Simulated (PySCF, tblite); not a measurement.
**C₅H₁₂BN: geometry, infrared bands and NMR shifts**

What infrared bands and NMR shifts should C₅H₁₂BN (`C#[N+][B@H-](C)CCC`) show?

Computed with tblite 0.8.0 and PySCF 2.14.0, with density-fitted response routines of our own, on a single molecule in the gas phase. Atoms count from 0, in the outputs and in this text.

### 1 Starting geometry

19 atoms, charge 0, multiplicity 1; geometry from: force field or distance geometry start.

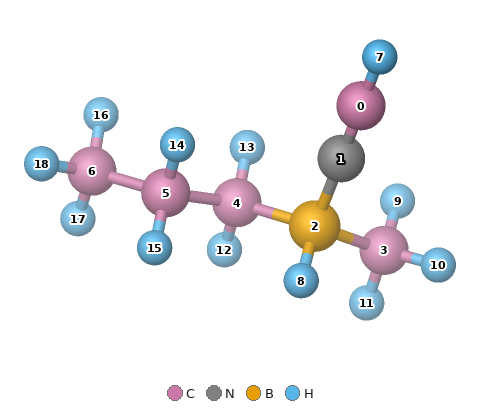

The starting geometry (carbon pink, nitrogen grey, boron amber, hydrogen blue), atoms numbered; sticks join atoms by distance.

### 2 Geometry optimisation with GFN2-xTB

What the job is given:

```
{"job": {"kind": "relax", "xc": "GFN2-xTB", "basis": "xTB"}, "charge": 0, "multiplicity": 1}
C     -1.898300     2.259900     0.162100
N     -1.590600     1.167400    -0.010100
B     -1.162400    -0.255600    -0.208300
C     -2.133900    -1.212400     0.624900
C      0.365100    -0.451900     0.251000
C      1.332000     0.278600    -0.696500
C      2.784200     0.076900    -0.257100
H     -2.194200     3.273100     0.316700
H     -1.278300    -0.523700    -1.367400
H     -2.035900    -1.008600     1.723000
H     -3.191400    -1.059900     0.327400
H     -1.868200    -2.283000     0.443800
H      0.597200    -1.535200     0.251800
H      0.492100    -0.068800     1.278000
H      1.114100     1.378000    -0.693300
H      1.219100    -0.104100    -1.718800
H      2.935900     0.476100     0.775500
H      3.040700    -1.012000    -0.268900
H      3.462800     0.614600    -0.941400
```

On the command line:

```sh
$ OMP_NUM_THREADS=1 python probes_run.py task.json out
```

The driver reads the jobs from task.json and runs them one after another.

The program printed:

```text
step      E/eV     max force
  0    -569.11771    1.359
  1    -569.21233    2.226
  2    -569.20310    3.250
  3    -569.28574    0.407
  4    -569.29982    0.454
  5    -569.32425    0.359
  6    -569.33124    0.335
  7    -569.33993    0.150
  8    -569.34280    0.112
  9    -569.34510    0.120
 10    -569.34667    0.115
 11    -569.34847    0.109
 12    -569.35023    0.107
 13    -569.35185    0.098
 14    -569.35301    0.079
 15    -569.35385    0.070
 16    -569.35455    0.064
 17    -569.35513    0.051
 18    -569.35554    0.044
 19    -569.35588    0.042
 20    -569.35626    0.053
 21    -569.35669    0.047
 22    -569.35711    0.043
 23    -569.35743    0.044
 24    -569.35768    0.037
 25    -569.35795    0.041
 26    -569.35827    0.051
 27    -569.35862    0.047
 28    -569.35895    0.041
 29    -569.35925    0.048
 30    -569.35952    0.040
 31    -569.35976    0.033
 32    -569.35995    0.035
 33    -569.36011    0.024
 34    -569.36023    0.023
 35    -569.36033    0.030
 36    -569.36043    0.040
 37    -569.36052    0.031
 38    -569.36060    0.023
 39    -569.36067    0.022
 40    -569.36075    0.038
 41    -569.36083    0.040
 42    -569.36089    0.024
 43    -569.36092    0.013
 44    -569.36094    0.014
 45    -569.36097    0.019
 46    -569.36100    0.022
 47    -569.36104    0.016
 48    -569.36108    0.014
 49    -569.36112    0.016
 50    -569.36116    0.026
 51    -569.36121    0.028
 52    -569.36127    0.019
 53    -569.36132    0.017
 54    -569.36138    0.020
 55    -569.36145    0.030
 56    -569.36152    0.030
 57    -569.36159    0.020
 58    -569.36164    0.017
 59    -569.36170    0.021
 60    -569.36176    0.027
 61    -569.36182    0.023
 62    -569.36188    0.015
 63    -569.36192    0.016
 64    -569.36196    0.022
 65    -569.36201    0.026
 66    -569.36204    0.019
 67    -569.36207    0.010
 68    -569.36209    0.011
 69    -569.36211    0.014
 70    -569.36212    0.015
 71    -569.36214    0.009
```

Wall time 0.65 s (1 thread of Arm Neoverse N1, shared host).

Along the way: (not every step is listed) (the energy doesn't fall at every step)

```tsv
step	energy from step 0 (eV)	largest force (eV/Å)
0	0.0000	1.3590
1	-0.0946	2.2263
2	-0.0854	3.2501
3	-0.1680	0.4069
4	-0.1821	0.4540
5	-0.2065	0.3587
6	-0.2135	0.3348
7	-0.2222	0.1500
8	-0.2251	0.1119
13	-0.2341	0.0975
18	-0.2378	0.0445
23	-0.2397	0.0439
28	-0.2412	0.0415
33	-0.2424	0.0239
38	-0.2429	0.0227
43	-0.2432	0.0132
48	-0.2434	0.0142
53	-0.2436	0.0172
58	-0.2439	0.0173
63	-0.2442	0.0156
66	-0.2443	0.0193
67	-0.2444	0.0102
68	-0.2444	0.0112
69	-0.2444	0.0141
70	-0.2444	0.0151
71	-0.2444	0.0086
```

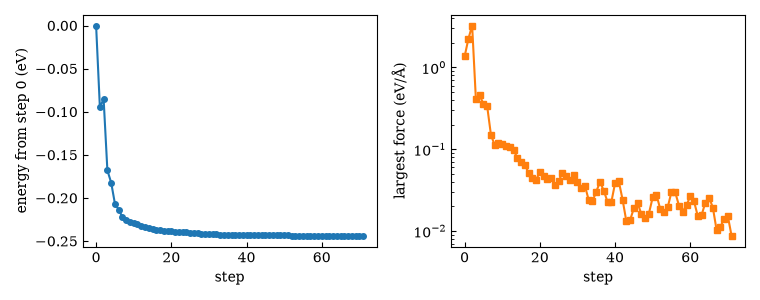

Energy and force, step by step.

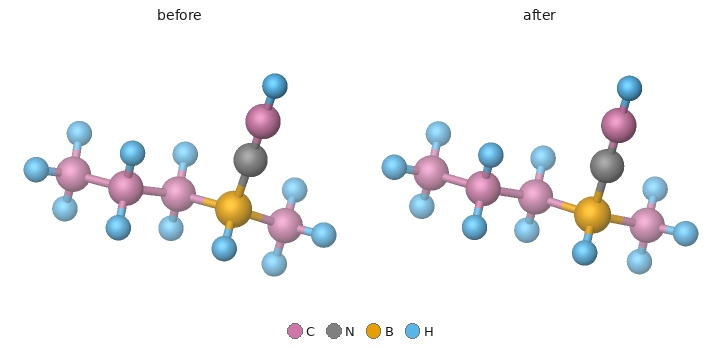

Before and after, at one scale.

Distances of close pairs at the start and the end, largest changes first:

```tsv
bond	before (Å)	after (Å)	change (Å)
N1–B2	1.499	1.452	-0.048
B2–C3	1.598	1.639	+0.041
B2–C4	1.607	1.647	+0.040
C3–H9	1.121	1.088	-0.033
C3–H11	1.118	1.086	-0.032
C6–H17	1.119	1.088	-0.031
C6–H16	1.117	1.089	-0.029
C5–H14	1.121	1.094	-0.026
```

The end geometry stands in the next job.

### 3 Infrared spectrum with GFN2-xTB

What the job is given:

```
{"job": {"kind": "ir", "xc": "GFN2-xTB", "basis": "xTB"}, "charge": 0, "multiplicity": 1}
C     -1.823566     2.156253     0.171266
N     -1.560359     1.066892    -0.080807
B     -1.198285    -0.323426    -0.288176
C     -2.209156    -1.187146     0.670054
C      0.373127    -0.452688     0.188431
C      1.360446     0.300044    -0.699859
C      2.802686     0.125233    -0.232928
H     -2.068056     3.155098     0.395007
H     -1.351712    -0.541758    -1.448629
H     -2.089094    -0.934089     1.721069
H     -3.253692    -1.032658     0.407965
H     -1.999293    -2.247149     0.562831
H      0.638151    -1.511023     0.181242
H      0.491296    -0.107312     1.218577
H      1.114429     1.366334    -0.705846
H      1.270062    -0.061919    -1.726325
H      2.923063     0.495784     0.783563
H      3.080738    -0.926575    -0.245872
H      3.489411     0.669357    -0.879025
```

The program printed:

```text
mode    cm-1     km/mol
  1      66.5      1.58
  2      71.8      5.25
  3     118.5      4.61
  4     142.4      2.55
  5     157.2      2.85
  6     173.9      4.08
  7     231.5      0.04
  8     303.3      1.82
  9     336.6      1.17
 10     430.3      0.21
 11     457.2      0.13
 12     600.4     29.92
 13     610.3     32.20
 14     719.5     38.88
 15     762.2      0.32
 16     807.1     20.66
 17     831.5      3.60
 18     901.8     10.62
 19     926.9     12.16
 20     931.8      6.96
 21     955.1      2.94
 22    1000.3      9.33
 23    1051.3     19.32
 24    1082.7      4.93
 25    1084.5     11.67
 26    1125.9      6.61
 27    1238.2      0.48
 28    1259.0      7.24
 29    1287.6      0.26
 30    1349.0      1.97
 31    1377.6      5.41
 32    1413.5      0.23
 33    1502.5      1.49
 34    1503.7      0.75
 35    1507.5      1.45
 36    1511.0      0.52
 37    1520.0      0.81
 38    1521.3      0.65
 39    2224.8    301.78
 40    2443.3    140.55
 41    2941.5     36.40
 42    2957.3     56.34
 43    2976.9     55.06
 44    2987.6     47.01
 45    3017.6     71.59
 46    3019.6     87.05
 47    3022.2     58.84
 48    3025.4     59.84
 49    3031.7     43.84
 50    3050.1     47.17
 51    3347.0    158.09
```

Wall time 0.91 s (1 thread of Arm Neoverse N1, shared host).

The strongest bands and the atoms that carry them (share of the mass-weighted mode):

```tsv
cm⁻¹	km/mol	atoms
2225	301.8	N1 50 %, C0 39 %
2443	140.6	H8 93 %
2957	56.3	H13 78 %
3018	71.6	H18 66 %, H16 14 %
3020	87.0	H10 58 %, H9 23 %
3022	58.8	H16 64 %, H17 15 %, H18 12 %
3025	59.8	H9 65 %, H10 26 %
3347	158.1	H7 86 %, C0 13 %
```

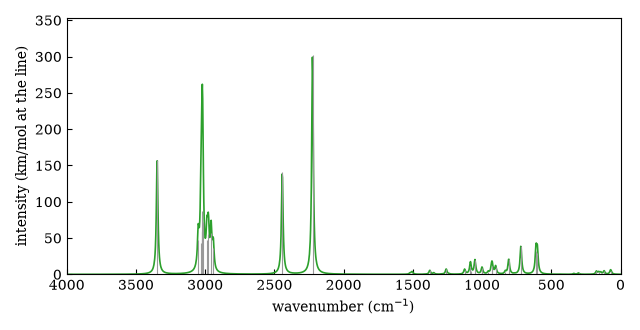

The infrared spectrum from these modes, unscaled. Lines are broadened to a width of 14 cm⁻¹ (Lorentzian).

### 4 Nuclear shieldings: PBE0/pcSseg-1

The job, as its differences from that of step 3:

```diff
@@ -1,2 +1,2 @@
-{"job": {"kind": "ir", "xc": "GFN2-xTB", "basis": "xTB"}, "charge": 0, "multiplicity": 1}
+{"job": {"kind": "nmr", "xc": "PBE0", "basis": "pcSseg-1"}, "charge": 0, "multiplicity": 1}
 C     -1.823566     2.156253     0.171266
```

Level: GIAO PBE0/pcSseg-1 NMR shielding, non-relativistic, gas phase.

The program printed:

```text
coarse grid: 15024 points
cycle   1  E = -276.7675734354  dE =  6.993e-01  |g| = 6.608e-01  |ddm| = 3.602e+00
cycle   2  E = -276.3456117434  dE =  4.220e-01  |g| = 1.409e+00  |ddm| = 1.861e+00
cycle   3  E = -276.8960851430  dE = -5.505e-01  |g| = 1.631e-01  |ddm| = 1.301e+00
cycle   4  E = -276.9014371689  dE = -5.352e-03  |g| = 8.544e-02  |ddm| = 1.711e-01
cycle   5  E = -276.9027374279  dE = -1.300e-03  |g| = 3.596e-02  |ddm| = 6.527e-02
cycle   6  E = -276.9030361389  dE = -2.987e-04  |g| = 5.414e-03  |ddm| = 2.669e-02
cycle   7  E = -276.9030421529  dE = -6.014e-06  |g| = 1.491e-03  |ddm| = 4.819e-03
final grid: 142704 points
cycle   8  E = -276.9426082207  dE = -5.194e-05  |g| = 9.285e-03  |ddm| = 3.352e-02
cycle   9  E = -276.9425950771  dE =  1.314e-05  |g| = 1.187e-02  |ddm| = 1.760e-02
cycle  10  E = -276.9426282323  dE = -3.316e-05  |g| = 3.380e-03  |ddm| = 1.016e-02
cycle  11  E = -276.9426307646  dE = -2.532e-06  |g| = 3.777e-04  |ddm| = 1.980e-03
cycle  12  E = -276.9426307943  dE = -2.975e-08  |g| = 1.296e-04  |ddm| = 4.049e-04
cycle  13  E = -276.9426307986  dE = -4.231e-09  |g| = 3.655e-05  |ddm| = 1.440e-04
cycle  14  E = -276.9426307989  dE = -3.340e-10  |g| = 8.379e-06  |ddm| = 4.060e-05
converged SCF energy = -276.9426307989

GIAO shielding tensors (ppm)
atom      isotropic    diamagn.    paramagn.     s11        s22        s33       span
  0 C       77.792     264.296    -186.504      5.932      8.051    219.393    213.461
  1 N       15.128     326.977    -311.850   -162.201   -157.241    364.824    527.025
  2 B      132.108     186.973     -54.865    120.579    134.724    141.022     20.444
  3 C      175.843     247.630     -71.787    163.338    174.630    189.561     26.223
  4 C      150.845     251.868    -101.023    135.469    144.842    172.225     36.756
  5 C      159.990     247.923     -87.934    147.508    162.420    170.041     22.533
  6 C      165.995     245.677     -79.683    152.082    158.433    187.470     35.388
  7 H       27.605      30.295      -2.690     23.160     23.718     35.937     12.777
  8 H       29.767      29.859      -0.091     28.463     28.620     32.220      3.757
  9 H       31.875      30.842       1.033     28.433     30.422     36.771      8.338
 10 H       31.530      28.506       3.024     27.563     28.809     38.218     10.655
 11 H       31.514      29.934       1.580     27.095     29.094     38.354     11.259
 12 H       30.907      34.117      -3.210     26.261     31.633     34.826      8.566
 13 H       31.530      35.020      -3.490     27.804     32.074     34.713      6.908
 14 H       30.460      33.681      -3.221     25.139     31.714     34.526      9.387
 15 H       30.303      32.074      -1.771     25.071     30.330     35.508     10.437
 16 H       30.874      30.046       0.828     26.954     29.262     36.406      9.452
 17 H       30.702      29.417       1.285     26.767     28.868     36.471      9.704
 18 H       30.408      28.068       2.339     25.677     27.680     37.865     12.189
```

Wall time 47 s (1 thread of Arm Neoverse N1, shared host); peak memory 0.82 GiB.

Shifts follow as δ = σ(reference) − σ, with reference shieldings (ppm) from runs at the same level and on the same kind of geometry: 1H TMS 31.72, 13C TMS 186.9, 15N NH3 267.7, 11B BF3·OEt2 100.1. The references are single molecules in the gas phase, so shifts against H2O, NH3, PH3, H3PO4 or CFCl3 are not on the usual liquid scales and can be off by tens of ppm. Atoms listed in one row are averaged.

```tsv
atoms	environment	σ (ppm)	δ (ppm)	δ scaled to CDCl3
C0	nitrilium-type carbon	77.8	109.1	104.6
C4	sp3 CH2 bonded to B	150.8	36.1	33.3
C5	sp3 CH2	160.0	26.9	24.4
C6	methyl carbon	166.0	20.9	18.5
C3	methyl carbon bonded to B	175.8	11.1	8.9
H7	hydrogen on a nitrilium-type carbon	27.61	4.11	3.98
H8	hydrogen on a boron bonded to 2 C, N	29.77	1.95	–
H15	hydrogen on an sp3 CH2	30.30	1.41	1.44
H14	hydrogen on an sp3 CH2	30.46	1.26	1.29
H16, H17, H18	hydrogen on a methyl carbon	30.66	1.06	1.10
H12	hydrogen on an sp3 CH2 bonded to B	30.91	0.81	0.87
H13	hydrogen on an sp3 CH2 bonded to B	31.53	0.19	0.28
H9, H10, H11	hydrogen on a methyl carbon bonded to B	31.64	0.08	0.18
N1	donor nitrogen of a Lewis adduct	15.1	252.6	–
B2	boron bonded to 2 C, N, H	132.1	-32.0	–
```

The scaled column applies a straight-line fit of computed shieldings to shifts measured in CDCl3 (root-mean-square error 0.16 ppm for H, 1.9 ppm for C).

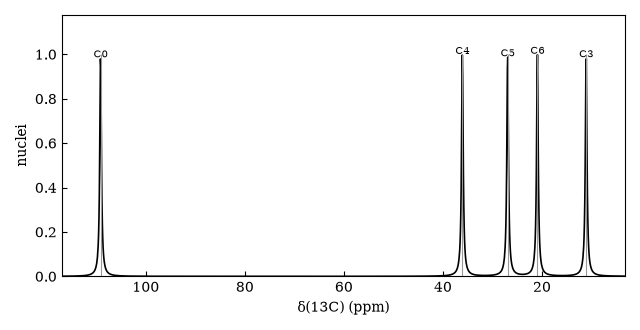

13C lines at the computed shifts, without couplings. Lines are broadened to a width of 0.39 ppm (Lorentzian).

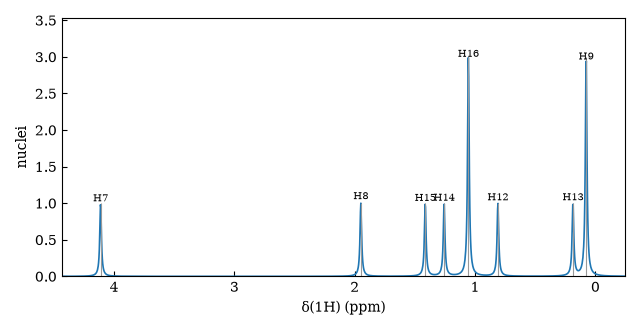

1H lines at the computed shifts, without couplings. Lines are broadened to a width of 0.02 ppm (Lorentzian).

Charges from the same density, by scheme (e):

```tsv
atoms	Mulliken	IAO	Hirshfeld	ESP fit
C0	0.17	0.02	0.14	0.04
N1	-0.17	0.09	0.04	-0.14
B2	0.26	-0.09	0.01	0.51
C3	-0.47	-0.53	-0.20	-0.58
C4	-0.40	-0.35	-0.14	-0.30
C5	-0.29	-0.24	-0.07	0.32
C6	-0.25	-0.41	-0.12	-0.32
```

IAO charges:

C0 0.02; N1 0.09; B2 -0.09; C3 -0.53; C4 -0.35; C5 -0.24; C6 -0.41; H7 0.24; H8 0.00; H9 0.12; H10 0.13; H11 0.14; H12 0.13; H13 0.11; H14 0.11; H15 0.13; H16 0.13; H17 0.13; H18 0.13

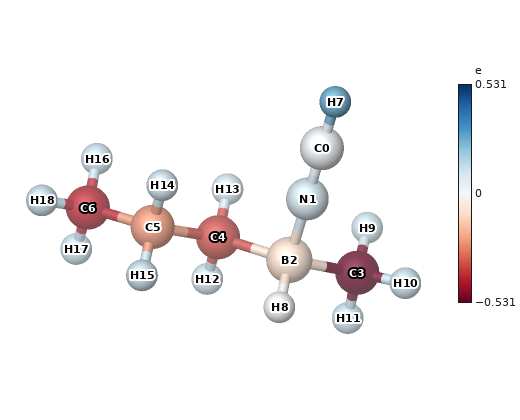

IAO charges, as colours on the atoms.

Mayer bond orders: C0–N1 2.62, N1–B2 0.69, B2–C3 0.94, B2–C4 0.87, C4–C5 1.04, C5–C6 1.06.

### 5 Results

```
                                                              quantity                                               value
                             strongest single infrared mode (GFN2-xTB)                               2225 cm⁻¹, 302 km/mol
                                          zero-point energy (GFN2-xTB)                                      101.4 kcal/mol
                                13C shifts against TMS (PBE0/pcSseg-1)                   109.1, 36.1, 26.9, 20.9, 11.1 ppm
1H shifts against TMS (PBE0/pcSseg-1, means over atoms taken as alike)  4.11, 1.95, 1.41, 1.26, 1.06, 0.81, 0.19, 0.08 ppm
                                15N shifts against NH3 (PBE0/pcSseg-1)                                           252.6 ppm
                           11B shifts against BF3·OEt2 (PBE0/pcSseg-1)                                           -32.0 ppm
```

In words: The optimisation took 71 steps and gained 0.244 eV; among the close pairs (by a distance rule), N1–B2 changed most, from 1.499 to 1.452 Å. No mode is imaginary among the 51: a minimum at this level. The strongest single mode, at 2225 cm⁻¹, moves mainly N1 and C0. GFN2-xTB is a fitted tight-binding method: band positions and strengths are rough. Its intensities can rank the bands wrongly. At PBE0/pcSseg-1: The widest tensor belongs to N1: span 527 ppm, with a paramagnetic part of -312 ppm.
